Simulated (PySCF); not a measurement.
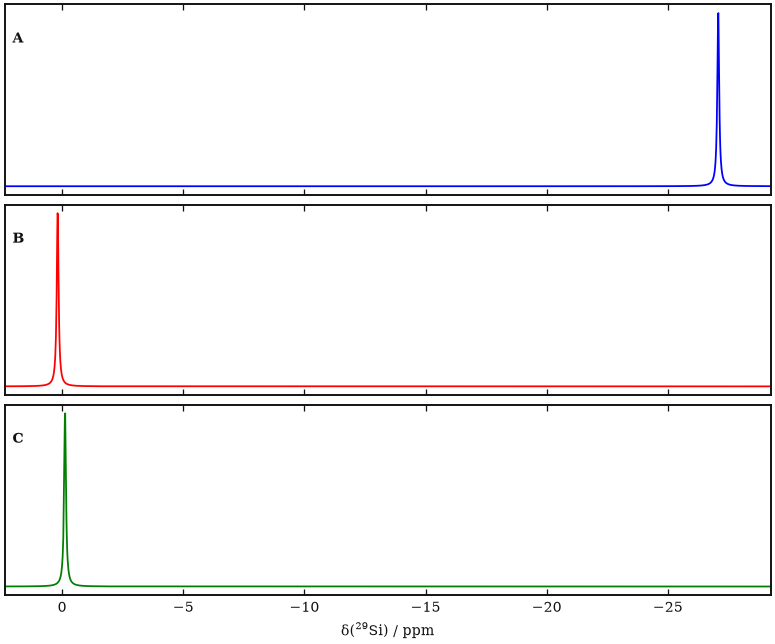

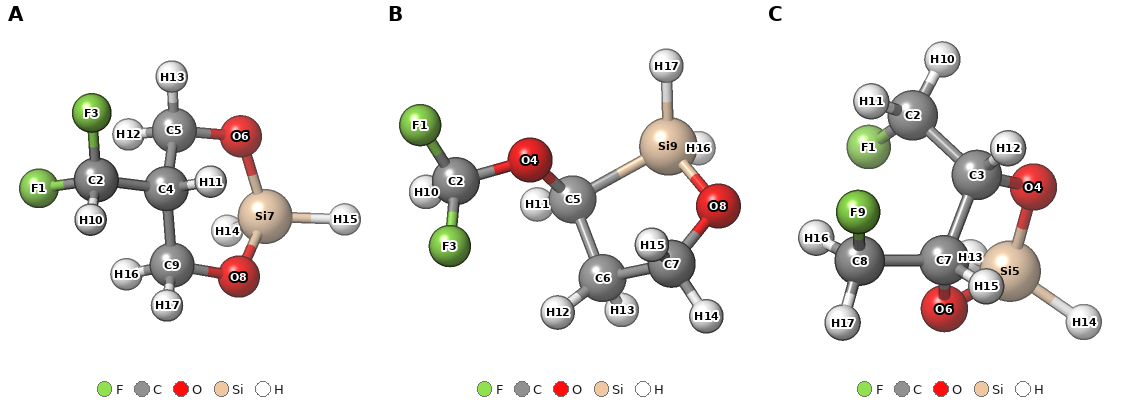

Related molecules: A is C₄H₈F₂O₂Si, SMILES FC(F)C1CO[SiH2]OC1; B is C₄H₈F₂O₂Si, SMILES FC(F)O[C@@H]1CCO[SiH2]1; C is C₄H₈F₂O₂Si, SMILES FC[C@@H]1O[SiH2]O[C@@H]1CF. GIAO ²⁹Si shifts against TMS, KT3/pcSseg-1 with PySCF 2.14.0, at a PBE0-D3(BJ)/def2-SVP geometry (no frequency check); fully decoupled, line heights follow the number of nuclei within a panel, widths are arbitrary (no quadrupolar broadening); values of one conformer, averaged over nuclei that symmetry, rotation about single bonds or ring flips exchange, these motions taken as fast; other conformers aren't averaged in.

**How does the ²⁹Si shift respond?**

From A (−27.1 ppm) to B (0.2 ppm) the nucleus is deshielded by 27.3 ppm. From A (−27.1 ppm) to C (−0.1 ppm) the nucleus is deshielded by 27.0 ppm.
